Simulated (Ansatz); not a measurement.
# BCl2H2N (SMILES NB(Cl)Cl): what the fields show

| atom | x (Å) | y (Å) | z (Å) |
| --- | --- | --- | --- |
| N | 0.4795 | 0.5375 | 0.3532 |
| B | -0.3290 | -0.4005 | -0.2644 |
| Cl | -2.0382 | -0.0655 | -0.5250 |
| Cl | 0.3429 | -1.9391 | -0.7963 |
| H | 1.4583 | 0.3787 | 0.5173 |
| H | 0.1287 | 1.4250 | 0.6688 |

Geometry: PBE0-D4/def2-TZVP.

Computed with Ansatz, isolated molecule in a Gaussian basis; Hartree-Fock.

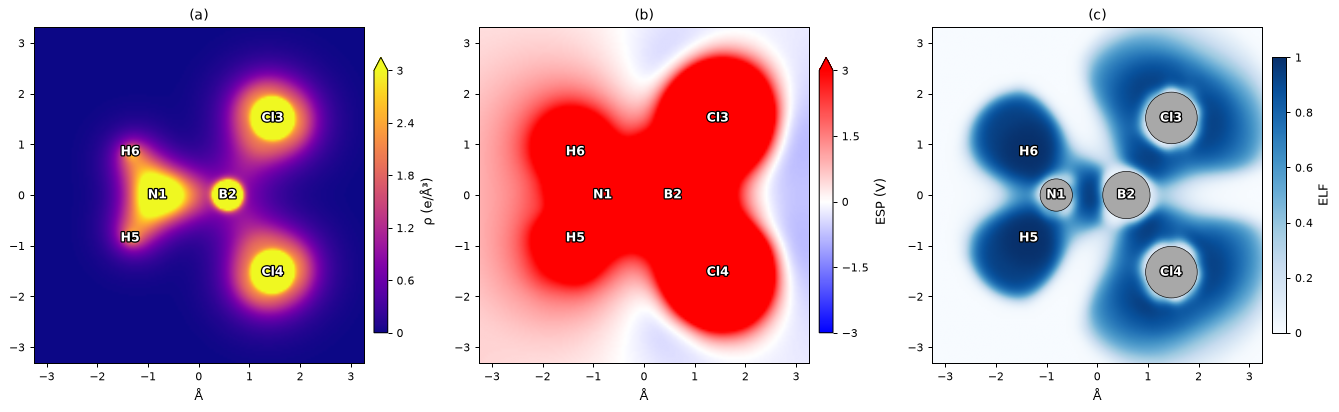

Figure 1. (a) total electron density; (b) electrostatic potential; (c) electron localisation function on the molecular plane. Grey discs cover the atomic cores in the ELF map.

Question: Read the bonding off the picture.

Answer: The plane passes through N, B, Cl and H nuclei. B–N (1.38 Å): the density is about 2.1 e/Å³ at the midpoint; the ELF peaks at about 0.95 between the atoms (a shared but strongly polarised pair). B–Cl (1.76 Å): ρ at the midpoint is about 1.4 e/Å³; the ELF peaks at about 0.95 between the atoms; a polar covalent bond. N–H (1.01 Å): ρ is about 2.9 e/Å³ halfway; the ELF climbs to about 1 towards the hydrogen, as it does in any bond to H (an ordinary covalent bond to hydrogen). The ELF also peaks beside Cl4 and Cl3, away from the bonds: lone-pair regions. Outside the dense part of the molecule the potential is most negative (−0.8 V) near Cl3 and Cl4.

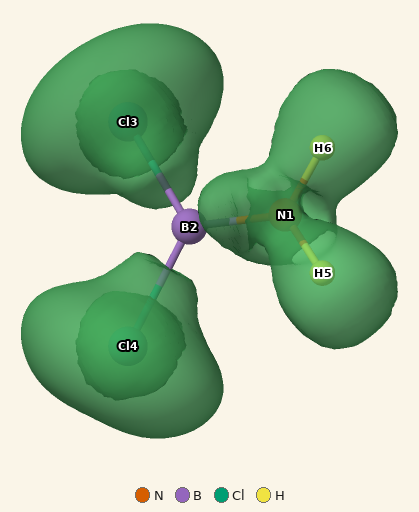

Figure 2. Isosurface of the electron localisation function at 0.75 (green), seen at a tilt. Only the valence region is drawn (cores and ρ < 0.01 e/Å³ removed).

Question: Where are the electrons localised?

Answer: The surface consists of two regions on Cl in which the atom's valence shell and bonds are merged and one joined region spread over several atoms (H, N), in which their bonds and any lone pairs are merged.

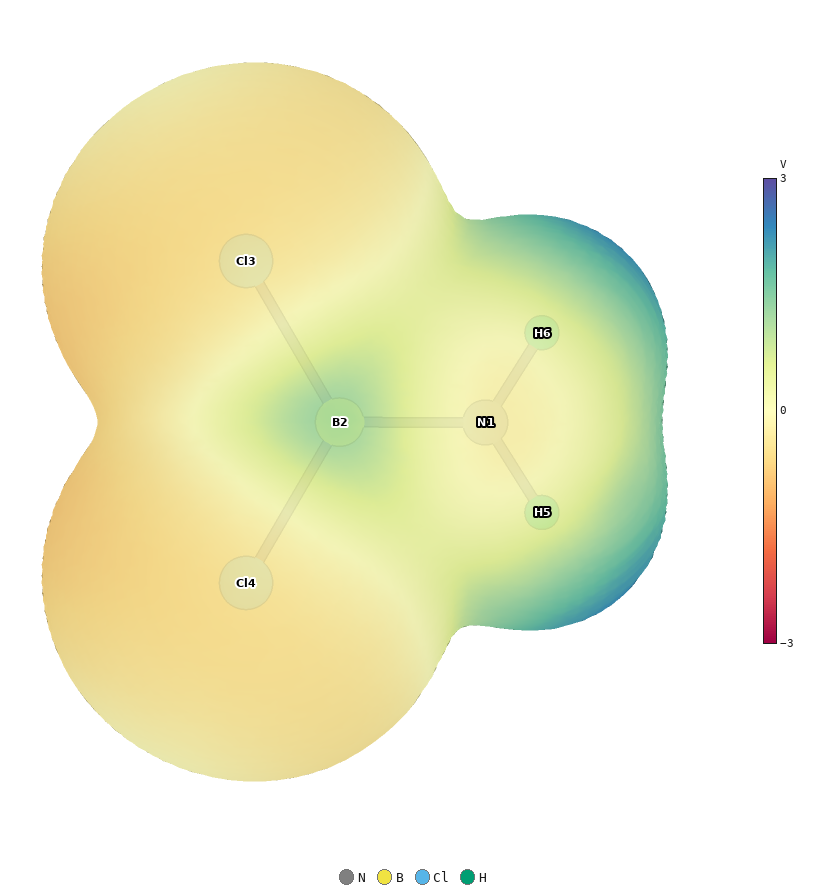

Figure 3. The electrostatic potential painted on the density surface at 0.002 e/bohr³, seen across its widest extent; red is negative and blue positive.

Question: Describe the electrostatic potential map.

Answer: The most negative region (about −0.8 V) lies over Cl3 and Cl4, the most positive (about +2.3 V) over H5 and H6.

Question: What dipole moment does the calculation give?

Answer: Its dipole moment is 2.95 D.
